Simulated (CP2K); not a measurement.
Consider chloroallene at its PBE geometry (Å).

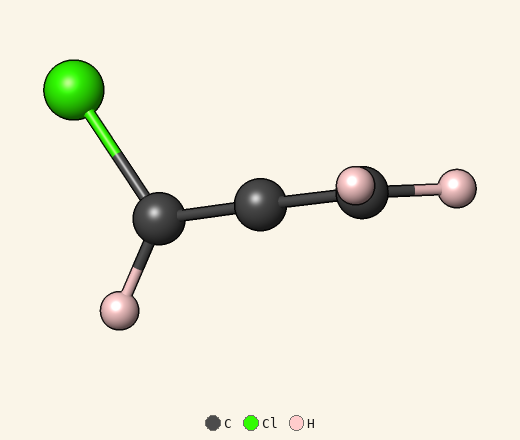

The molecule (carbon dark grey, chlorine green, hydrogen pink).

```xyz
7

C    -1.3698    0.0232    0.0394
C    -0.0649   -0.0633   -0.0125
C     1.2375   -0.1693   -0.0681
Cl    2.3126    1.1857    0.2041
H    -1.9599    0.2641   -0.8481
H    -1.9129   -0.1400    0.9734
H     1.7573   -1.1003   -0.2881
```

Method: CP2K XAS_TDP, all-electron GAPW, PBEh(45%), aug-pc-1, TDA, no relativity.

**Question.** Where do the C K-edge lines lie, and how strong are they?

Leading lines: C1 280.94 eV, C2 281.08 eV and C3 282.67 eV. The leading line of an atom is its first one with 35 % of the strongest within 2.5 eV of its lowest line over the strength cut. 

The first six lines of each atom with a strength over 0.0015:

```
                      atom  energy (eV)  states  strength, one atom
  C1 (bonded to C and 2 H)       280.94       1              0.0509
                                 283.55       1              0.0043
                                 284.38       1              0.0033
                                 285.42       1              0.0129
                                 285.51       1              0.0039
                                 285.88       1              0.0047
        C2 (bonded to 2 C)       281.08       1              0.0514
                                 281.50       1              0.0586
                                 285.70       1              0.0031
                                 286.08       1              0.0036
                                 287.94       1              0.0018
                                 288.23       1              0.0016
C3 (bonded to C, Cl and H)       282.67       1              0.0522
                                 283.05       1              0.0331
                                 285.32       1              0.0073
                                 286.27       1              0.0096
                                 286.73       1              0.0109
                                 286.99       1              0.0023
```

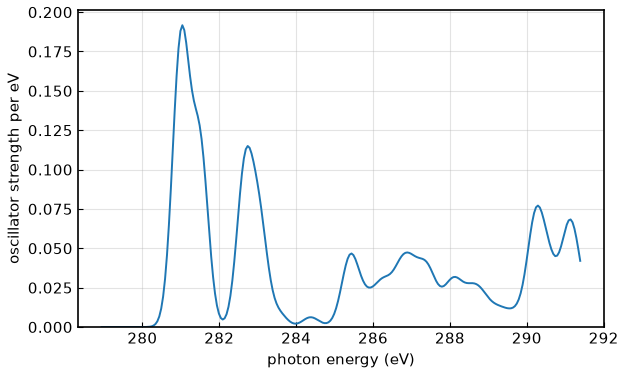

All atoms added, broadened by 0.5 eV.

Lines are vertical, at one geometry, with no vibrational structure. Without a correction of the core level, line positions, and the gaps between valence and Rydberg lines, follow the share of exact exchange. At this level such K lines come out 3 to 6 eV under measured ones. These values hold no scalar relativity, about 0.1 eV for C 1s. Rydberg lines, and the discretised continuum above threshold, depend on the basis and the box.

[Banner, clock and machine lines of the logs are left out without a mark of their own.]

[Logs are printed without paths, hosts, clocks, repeated set-up lines and the standing remarks that a program may print on its own settings, such as how far it seeks lower states.]

[Hosts, paths, dates, database ids (printed as entryN), source tags and the programs' standing remarks are cut or masked in the printed files.]
